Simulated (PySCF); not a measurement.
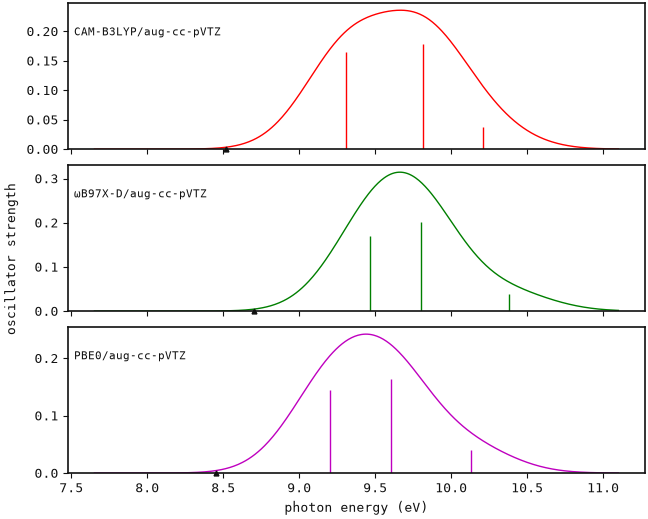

Vertical TDDFT spectra of AlF₃ (aluminum trifluoride), SMILES [F][Al]([F])[F], singlet at one geometry and several levels (PySCF 2.14.0, at a PBE0-D3(BJ)/def2-TZVP geometry (no frequency check)); sticks with Gaussians of 1/e half-width 0.40 eV, the triangle marks S1, which has the same leading orbital pair at all these levels. Only the lowest states were computed, so the high end is incomplete. States within 0.01 eV of each other are merged, with their strengths summed. The highest state may be half of a pair whose partner wasn't computed.

Order the levels by their S1 energy.

Answer. From lowest to highest: PBE0/aug-cc-pVTZ 8.45 eV, CAM-B3LYP/aug-cc-pVTZ 8.52 eV, ωB97X-D/aug-cc-pVTZ 8.71 eV; a spread of 0.25 eV.

Limits of at least one run: core orbitals are frozen in the response.
